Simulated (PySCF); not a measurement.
## A study: O3, SMILES `[O-][O+]=O`

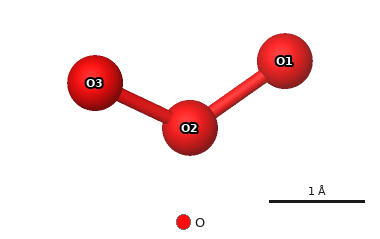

The molecule, with its atoms numbered as below. No frequency check shows the geometry to be a minimum.

Cartesian coordinates (Å):

```
O1      -1.0725   -0.2049    0.0000
O2       0.0000    0.4098    0.0000
O3       1.0725   -0.2049    0.0000
```

Part 1: Bonding charge

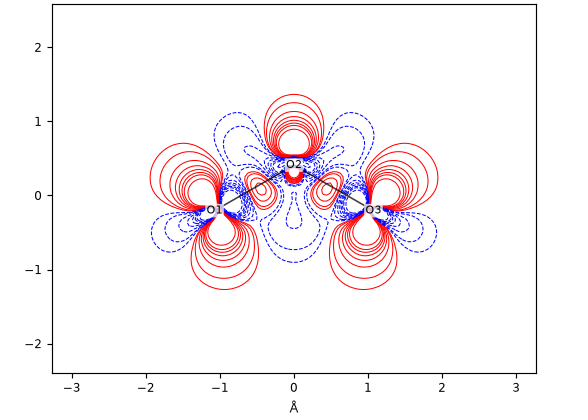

Deformation density (molecule less spherical, spin-averaged free atoms) in the molecular plane; contours at ±0.05 to ±0.8 e/Å³; solid red lines: gain, dashed blue lines: loss.

PySCF calculation, ωB97X/6-311G**, gas phase; geometry: GFN2-xTB.

Question: Describe the bonding that the map shows.

Answer: O2–O3 and O1–O2: +0.23 e/Å³ at the bond critical point (bond length 1.24 Å, Mayer order 1.3). In all, 0.9 electrons gather in the regions of gain relative to the promolecule.

Question: Where do the Hirshfeld charges lie?

Answer: The highest Hirshfeld charge is on O2 (+0.23 e), the lowest on O1 and O3 (−0.11 e).

| atom | charge (e) |
| --- | --- |
| O1 | −0.11 |
| O2 | +0.23 |
| O3 | −0.11 |

Part 2: Local ionisation energy

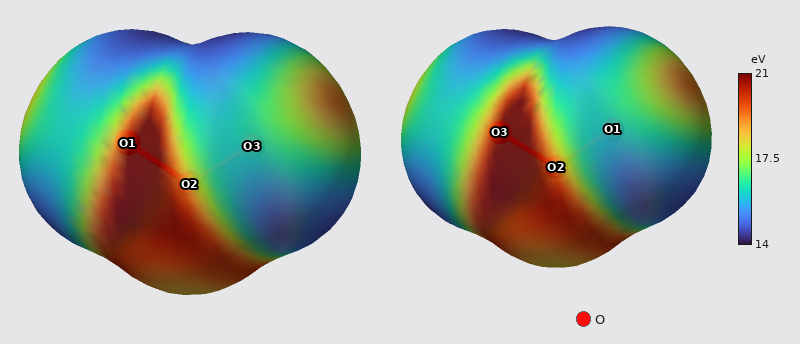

Average local ionisation energy on the surface of electron density 0.001 a.u. (back view left, front view right).

Question: Locate the minima of the map.

Answer: The lowest value is 14.5 eV, 1.8 Å from O3. Further minima include 14.6 eV, 1.8 Å from O1, and at like points elsewhere; 18.4 eV, 1.7 Å from O2. For comparison, the highest occupied orbital lies at −12.0 eV.

Part 3: Removing or adding an electron

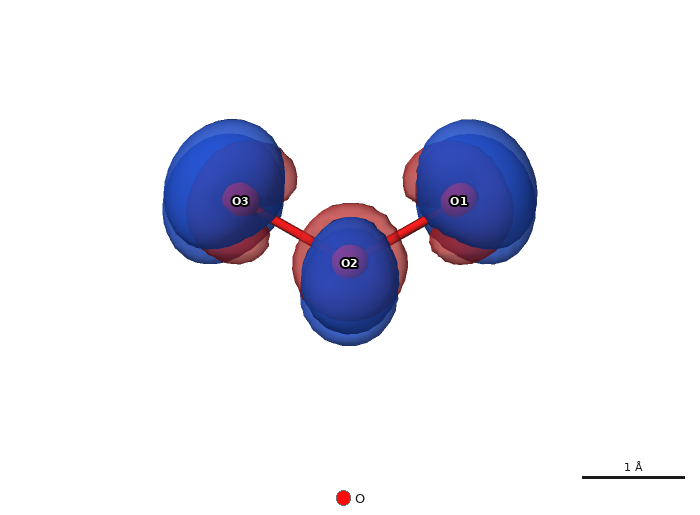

Fukui function f⁺ = ρ(N+1) − ρ(N) at fixed geometry, surfaces at ±0.05 e/Å³ (blue positive, red negative).

Computed with PySCF, r2SCAN/def2-TZVP, geometry: GFN2-xTB. This is a single-reference result, which may miss multireference character in this system.

Question: On which atoms does the density change most on addition of an electron?

Answer: f⁺ (Hirshfeld-condensed) is largest on O1 and O3 (0.37 each) and O2 (0.26); the vertical electron affinity is 1.44 eV (the stability of the anion's solution wasn't checked; the anion's highest orbital has positive energy, so this value and f⁺ depend on the basis). Condensed values hint at sites of nucleophilic attack but needn't mark the atom that reacts. Orbital relaxation makes it negative in places (0.15 e in all).

Part 4: The π system

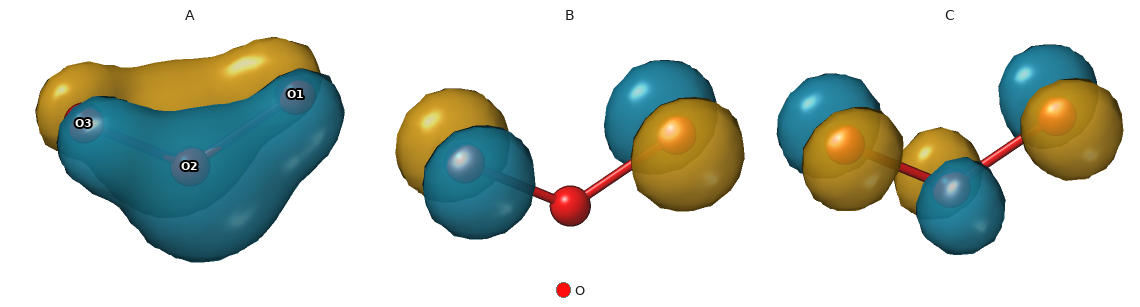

Natural orbitals of the π active space, CASSCF(4,3), singlet state, in random order.

Computed with PySCF, cc-pVDZ basis, geometry: GFN2-xTB.

Question: Which orbitals are strongly, which singly and which weakly occupied?

Answer: Strongly: A (1.99), B (1.68). Weakly: C (0.32). Broadly, orbitals with more nodes between bonded atoms hold fewer electrons.

Question: How multiconfigurational is the state?

Answer: The leading determinant weighs 0.84; the effective number of unpaired electrons, Σ n²(2−n)², is 0.58; the most occupied of the weakly occupied orbitals holds 0.32 e, some diradical character. The active space lowers the energy by 2.41 eV against Hartree–Fock.

Question: Where does the lowest triplet lie relative to the singlet, at this geometry and within this active space?

Answer: 2.50 eV above it by strongly contracted NEVPT2 (+1.30 eV by CASSCF); a small basis tends to put such gaps a few tenths of an eV too high. This is a vertical energy for π states alone; a state that uses lone pairs or σ orbitals may lie lower.
